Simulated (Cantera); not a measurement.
A closed system holds: 1 mol Cr, a varied amount of NH3, 4.2 mol N2, 12 mol H2O, at 2798 K and 750 Torr.

These are equilibrium values from Cantera (NASA tables, ideal gas, pure condensed phases), not measurements of a reactor. Candidate condensed phases: Cr, CrN, Cr2N, Cr2O3, H2O; 29 gas species. Gases not in the tables: CrO2(OH)2. Equilibrium is a limit: real reactors are often held back by kinetics, nucleation or transport.

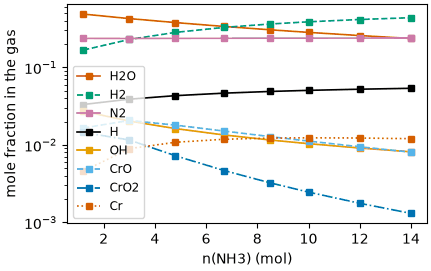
*Equilibrium gas composition (values under 1e-9 drawn at 1e-9)*

From 1.2 mol NH3 to 3 mol NH3 the condensed part is Cr2O3(l). From 4.8 mol NH3 to 14 mol NH3 nothing is condensed.
